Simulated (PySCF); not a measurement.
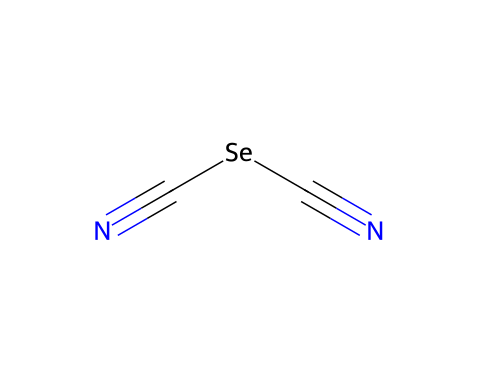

The drawing above gives the connectivity. The computed structure is the end point of a PBE0-D3(BJ)/def2-SVP optimisation. No frequency run is at hand to confirm it as a minimum.

What does the molecule look like in three dimensions?

It has 5 atoms: 2 carbon, 2 nitrogen and 1 selenium (C₂N₂Se). Its SMILES string is `N#C[Se]C#N`. Among its groups: nitrile. The point group is C2v. All atoms lie on one plane. Coordination: 1 Se bent; 2 C linear.

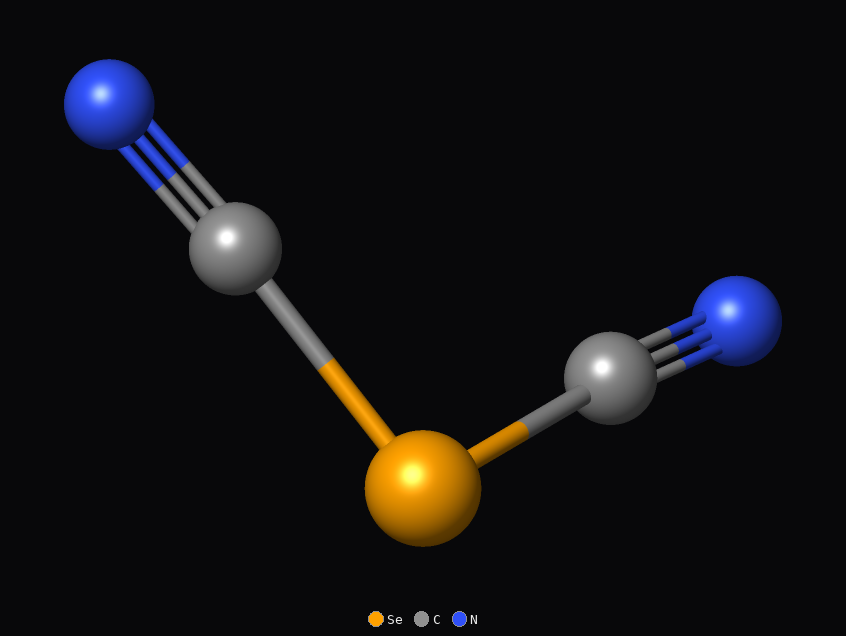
